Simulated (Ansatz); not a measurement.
# CHAl (singlet): correlated methods under varied settings at angle Al1–C2–H3 = 160.6°

What do other methods and options give for CHAl (singlet) at this geometry, and how long do they take?

Method: the settings change from run to run; program: Ansatz 0.2.0, Gaussian basis.

14 further runs of the same task are left out: 2 for a mislabelled method, 8 that didn't finish, 4 set aside as unsound or not needed.

## Step 1: The system

The geometry derives from a PBE0/def2-TZVP stationary point (not a proven minimum). One angle is set to the value named; bond lengths are kept.

3 atoms, charge 0, spin multiplicity 1.

Atoms are counted from 1 here; the program's logs count them from 0.

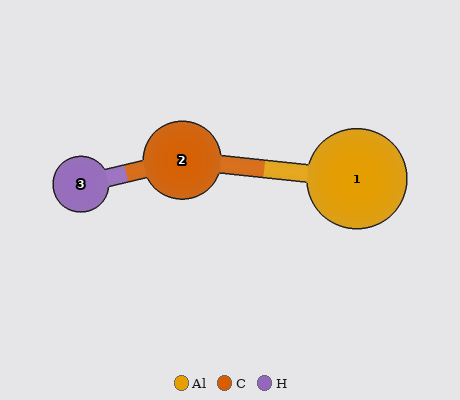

The geometry (aluminium amber, carbon orange, hydrogen purple); atoms are numbered from 1 in the order of the file.

## Step 2: CISD/6-31G*

Input file in.yaml:

```yaml
crystal:
  periodic: [false, false, false]
  atoms:
    - {symbol: Al, position_ang: [0.000000, -0.342284, 1.545396]}
    - {symbol: C, position_ang: [0.000000, -0.081790, -0.286663]}
    - {symbol: H, position_ang: [0.000000, 0.424075, -1.258733]}
basis:
  gaussian: {orbitals: "6-31G*"}
hamiltonian: {pseudopotentials: {relativity: none}}
correlation: {active_space: {ras: {orbitals: [4, 0, 26], electrons: 8, max_holes: 2, max_particles: 2}, fixed_orbitals: true}}
scf: {lower_state_search: full}
```

Started as:

```sh
$ ansatz run in.yaml --threads 1 --pin off --events-out ev --progress --plain --max-ram 2393MiB
```

Standard output:

```text
Functional definition: HF
  name "HF"
  cite "Fock, Z. Phys. 61, 126 (1930) doi:10.1007/BF01340294"
  parent pbe
  exchange = exact_x
  correlation = 0
339 factors; integrals over basis functions are off by at most 9.1e-4 eV
mean field evaluation 1: about -7621.1343 eV, gradient 2.1e1 eV
mean field evaluation 2: about -7621.1389 eV, gradient 2.1e1 eV
mean field evaluation 4: about -7623.4058 eV, gradient 3.4e0 eV
mean field evaluation 8: about -7623.7909 eV, gradient 3.0e-1 eV
mean field evaluation 16: about -7623.7951 eV, gradient 2.9e-1 eV
mean field evaluation 32: about -7623.8189 eV, gradient 2.7e-6 eV
mean field evaluation 64: about -7623.1134 eV, gradient 4.3e0 eV
mean field evaluation 96: about -7623.7929 eV, gradient 1.0e-6 eV
mean field evaluation 128: about -7623.7929 eV, gradient 2.0e-3 eV
mean field -7623.81891583 eV, -280.1701775465 hartree, gradient 2.5e-6 eV, S^2 0.000000; 9 other end points of the search recorded, 0 dependent functions left out
reference -7623.81891583 eV, -280.1701775465 hartree; 10, 10 occupied and 26, 26 virtual orbitals, 339 factors
state -7628.15394644 eV, -280.3294869832 hartree
Total energy: -7628.15394644 eV, -280.3294869832 hartree
```

Wall time 0.75 s (1 thread of Arm Neoverse V1, shared host).

From the report: 8,525 determinants.

## Step 3: HF/def2-SVPD

Input file in.yaml:

```yaml
crystal:
  periodic: [false, false, false]
  atoms:
    - {symbol: Al, position_ang: [0.000000, -0.342284, 1.545396]}
    - {symbol: C, position_ang: [0.000000, -0.081790, -0.286663]}
    - {symbol: H, position_ang: [0.000000, 0.424075, -1.258733]}
basis:
  gaussian: {orbitals: def2-SVPD}
magnetization: {spin_polarized: false}
hamiltonian: {xc: hf}
output: {orbitals: {seedname: orbitals}}
```

Launched as before.

Standard output:

```text
Functional definition: HF
  name "HF"
  cite "Fock, Z. Phys. 61, 126 (1930) doi:10.1007/BF01340294"
  parent pbe
  exchange = exact_x
  correlation = 0
567 factors; their error is unknown
mean field evaluation 1: about -7615.9368 eV, gradient 3.0e1 eV
mean field evaluation 2: about -7616.9021 eV, gradient 3.0e1 eV
mean field evaluation 4: about -7620.6298 eV, gradient 2.7e0 eV
mean field evaluation 8: about -7620.9725 eV, gradient 2.3e-1 eV
mean field evaluation 16: about -7616.2847 eV, gradient 3.0e1 eV
mean field evaluation 32: about -7621.3591 eV, gradient 2.9e-1 eV
mean field evaluation 64: about -7621.0966 eV, gradient 6.6e0 eV
mean field evaluation 96: about -7620.6318 eV, gradient 2.7e0 eV
mean field -7621.34896427 eV, -280.0794085011 hartree, gradient 1.1e-6 eV, S^2 0.000000; 2 other end points of the search recorded, 0 dependent functions left out
reference -7621.34896427 eV, -280.0794085011 hartree; 10, 10 occupied and 42, 42 virtual orbitals, 567 factors
Total energy: -7621.34896427 eV, -280.0794085011 hartree
```

It took 0.54 s on 1 thread of Arm Neoverse V1, shared host.

## Step 4: CISD/6-31++G**

Changes to in.yaml since step 3:

```diff
@@ -7,5 +7,4 @@
 basis:
-  gaussian: {orbitals: def2-SVPD}
-magnetization: {spin_polarized: false}
-hamiltonian: {xc: hf}
-output: {orbitals: {seedname: orbitals}}
+  gaussian: {orbitals: "6-31++G**"}
+correlation: {active_space: {ras: {orbitals: [4, 0, 38], electrons: 8, max_holes: 2, max_particles: 2}, fixed_orbitals: true}}
+output: {forces: true}
```

The command is unchanged.

Standard output, shortened:

```text
Functional definition: HF
  name "HF"
  cite "Fock, Z. Phys. 61, 126 (1930) doi:10.1007/BF01340294"
  parent pbe
[...]
407 factors; integrals over basis functions are off by at most 8.1e-4 eV
[...]
mean field -7624.02182471 eV, -280.1776343103 hartree, gradient 2.4e-6 eV, S^2 0.000000; 9 other end points of the search recorded, 0 dependent functions left out
reference -7624.02182471 eV, -280.1776343103 hartree; 10, 10 occupied and 38, 38 virtual orbitals, 407 factors
state -7628.55129160 eV, -280.3440891484 hartree
[...]
Total energy: -7628.55129160 eV, -280.3440891484 hartree
Atom 0 at     0.000000    -0.342284     1.545396 Å, force    -0.000000    -0.358563     2.155205 eV/Å
Atom 1 at     0.000000    -0.081790    -0.286663 Å, force     0.000000     0.609370    -2.448389 eV/Å
Atom 2 at     0.000000     0.424075    -1.258733 Å, force    -0.000000    -0.250807     0.293184 eV/Å
Dipole moment:     0.000000     0.210425    -0.264174 e Å
```

Wall time 1.8 s (1 thread of Arm Neoverse V1, shared host).

From the report: 18,689 determinants.

## Step 5: MP2 on UHF/aug-cc-pVDZ

Input file in.yaml:

```yaml
crystal:
  periodic: [false, false, false]
  atoms:
    - {symbol: Al, position_ang: [0.000000, -0.342284, 1.545396]}
    - {symbol: C, position_ang: [0.000000, -0.081790, -0.286663]}
    - {symbol: H, position_ang: [0.000000, 0.424075, -1.258733]}
basis:
  gaussian: {orbitals: aug-cc-pVDZ}
magnetization: {spin_polarized: true, initial_magnetization: 0}
correlation: {method: mp2, electrons: outside_noble_gas}
```

Same command.

Standard output, shortened:

```text
Functional definition: HF
  name "HF"
  cite "Fock, Z. Phys. 61, 126 (1930) doi:10.1007/BF01340294"
  parent pbe
[...]
598 factors; integrals over basis functions are off by at most 4.4e-4 eV
[...]
mean field -7625.83735295 eV, -280.2443537428 hartree, gradient 2.2e-10 eV, S^2 1.163612; 20 other end points of the search recorded, 0 dependent functions left out
6 core orbitals not correlated: weight in the atoms' cores, before any rotation towards them, 1.000 or more for the frozen orbitals, at most 0.000 for the correlated occupied ones
reference -7625.83735295 eV, -280.2443537428 hartree; 4, 4 occupied and 49, 49 virtual orbitals, 598 factors
second order -3.56264468 eV of doubles, -0.00000000 eV of singles
Total energy: -7629.39999763 eV, -280.3752785200 hartree
```

Wall time 8 s (1 thread of Arm Neoverse V1, shared host).

From the report: ⟨S²⟩ of the determinant 1.164 (pure singlet: 0.00). The determinant is far from a pure spin state, so its energy mixes those of several spin states (harmless only where they are near-degenerate, as at dissociation).

## Step 6: MRCISD+Q(relaxed)(6,4)/STO-3G

Input file in.yaml:

```yaml
crystal:
  periodic: [false, false, false]
  atoms:
    - {symbol: Al, position_ang: [0.000000, -0.342284, 1.545396]}
    - {symbol: C, position_ang: [0.000000, -0.081790, -0.286663]}
    - {symbol: H, position_ang: [0.000000, 0.424075, -1.258733]}
basis:
  gaussian: {orbitals: STO-3G}
correlation: {method: fic_mrcisd_q_relaxed, electrons: outside_noble_gas, active_space: {window: {electrons: 6, orbitals: 4}}}
```

The command is unchanged.

Standard output, shortened:

```text
Functional definition: HF
  name "HF"
  cite "Fock, Z. Phys. 61, 126 (1930) doi:10.1007/BF01340294"
  parent pbe
[...]
168 factors; integrals over basis functions are off by at most 6.1e-5 eV
[...]
mean field -7530.44989753 eV, -276.7389294121 hartree, gradient 1.5e-6 eV, S^2 0.000000; 7 other end points of the search recorded, 0 dependent functions left out; unrestricted orbitals would lower it
reference -7530.44989753 eV, -276.7389294121 hartree; 10, 10 occupied and 5, 5 virtual orbitals, 168 factors
state -7531.25798031 eV, -276.7686259063 hartree
contracted CI cycle   1: correlation 0.00000000 eV, 0.0000000000 hartree, residual 7.69e0 eV
contracted CI cycle   2: correlation -1.52650499 eV, -0.0560980236 hartree, residual 1.94e0 eV
contracted CI cycle   3: correlation -1.67029756 eV, -0.0613823032 hartree, residual 9.18e-1 eV
contracted CI cycle   4: correlation -1.69782629 eV, -0.0623939652 hartree, residual 4.24e-1 eV
[...]
contracted CI cycle  15: correlation -1.82406139 eV, -0.0670330196 hartree, residual 3.47e-2 eV
contracted CI cycle  16: correlation -1.82409886 eV, -0.0670343965 hartree, residual 1.72e-2 eV
contracted CI cycle  17: correlation -1.82410748 eV, -0.0670347136 hartree, residual 9.49e-3 eV
contracted CI cycle  18: correlation -1.82411018 eV, -0.0670348126 hartree, residual 4.98e-3 eV
contracted CI cycle  19: correlation -1.82411099 eV, -0.0670348423 hartree, residual 2.37e-3 eV
contracted CI cycle  20: correlation -1.82411119 eV, -0.0670348500 hartree, residual 1.44e-3 eV
contracted CI cycle  21: correlation -1.82411126 eV, -0.0670348525 hartree, residual 7.75e-4 eV
state -7530.81978093 eV, -276.7525223763 hartree; corrected -7532.93954190 eV, -276.8304221549 hartree
state -7531.25798031 eV, -276.7686259063 hartree; corrected -7533.11814020 eV, -276.8369855216 hartree
[...]
WARN: 2 active orbitals are nearly empty or full. The corrections depend on them more than the energy does, and are more stable in an active space without them
Total energy: -7533.11814020 eV, -276.8369855216 hartree
```

Wall time 0.69 s (1 thread of Arm Neoverse V1, shared host).

From the report: 10 determinants; active occupations 2.00, 2.00, 1.08, 0.92. The report marks this result as in doubt.

## Step 7: BCCD(T) on UHF/def2-SVP

Input file in.yaml:

```yaml
crystal:
  periodic: [false, false, false]
  atoms:
    - {symbol: Al, position_ang: [0.000000, -0.342284, 1.545396]}
    - {symbol: C, position_ang: [0.000000, -0.081790, -0.286663]}
    - {symbol: H, position_ang: [0.000000, 0.424075, -1.258733]}
basis:
  gaussian: {orbitals: def2-SVP}
magnetization: {spin_polarized: true, initial_magnetization: 0}
correlation: {method: bccd_t, electrons: valence}
```

The command is unchanged.

Standard output, shortened:

```text
Functional definition: HF
  name "HF"
  cite "Fock, Z. Phys. 61, 126 (1930) doi:10.1007/BF01340294"
  parent pbe
[...]
357 factors; integrals over basis functions are off by at most 6.9e-4 eV
[...]
mean field -7622.66576325 eV, -280.1277999708 hartree, gradient 1.6e-10 eV, S^2 1.137843; 25 other end points of the search recorded, 0 dependent functions left out
determinant -7622.66576325 eV, -280.1277999708 hartree, with singles and doubles -7627.08851168 eV, -280.2903329780 hartree
determinant -7622.66553987 eV, -280.1277917620 hartree, with singles and doubles -7627.08586976 eV, -280.2902358893 hartree
determinant -7622.07938392 eV, -280.1062509280 hartree, with singles and doubles -7626.20164243 eV, -280.2577411343 hartree
determinant -7622.07345721 eV, -280.1060331253 hartree, with singles and doubles -7626.20858188 eV, -280.2579961542 hartree
[...]
determinant -7622.66553987 eV, -280.1277917620 hartree, with singles and doubles -7627.13858691 eV, -280.2921732086 hartree
determinant -7621.62477991 eV, -280.0895445390 hartree, with singles and doubles -7626.97543357 eV, -280.2861774342 hartree
6 core orbitals not correlated: weight in the atoms' cores, before any rotation towards them, 1.000 or more for the frozen orbitals, at most 0.000 for the correlated occupied ones
reference -7622.66576325 eV, -280.1277999708 hartree; 4, 4 occupied and 27, 27 virtual orbitals, 357 factors
second order -3.40019190 eV of doubles, -0.00000000 eV of singles
cycle   1  -4.47926179 eV  change   -6.0e-3 eV  update   1.2e-2
[...]
cycle  20  -4.47216829 eV  change    2.6e-6 eV  update   1.4e-6
perturbative correction -0.24354231 eV, -0.0089500149 hartree
WARN: the results are in doubt because among natural orbitals full CI differs from the method by +1.276 eV
Total energy: -7627.38147385 eV, -280.3010991391 hartree
In doubt: among natural orbitals full CI differs from the method by +1.276 eV
```

It took 8.5 s on 1 thread of Arm Neoverse V1, shared host.

From the report: ⟨S²⟩ of the determinant 1.138 (pure singlet: 0.00); correlation -4.7157 eV; largest double amplitude 0.15. The determinant is far from a pure spin state, so its energy mixes those of several spin states (harmless only where they are near-degenerate, as at dissociation). The program marks this result as in doubt; its last lines say why.

## Step 8: The runs in one table

 † marks a result that the program doubts.

```csv
level,correlated,functions,energy (eV),time
CISD/6-31G*,outside noble gas,36,-7628.1539,0.75 s
HF/def2-SVPD,,52,-7621.3490,0.54 s
CISD/6-31++G**,valence,48,-7628.5513,1.8 s
MP2 on UHF/aug-cc-pVDZ,outside noble gas,59,-7629.4000,8 s
"MRCISD+Q(relaxed)(6,4)/STO-3G †",outside noble gas,15,-7533.1181,0.69 s
BCCD(T) on UHF/def2-SVP †,valence,37,-7627.3815,8.5 s
```

## Step 9: Outcome

```
quantity                             value
    runs                                 6
quickest              HF/def2-SVPD, 0.54 s
 slowest  BCCD(T) on UHF/def2-SVP †, 8.5 s
```

Total energies in different bases, with other cores or another treatment of relativity can't be set against each other. BCCD(T) on UHF/def2-SVP † took 16 times as long as HF/def2-SVPD; the jobs differ in more than the method.
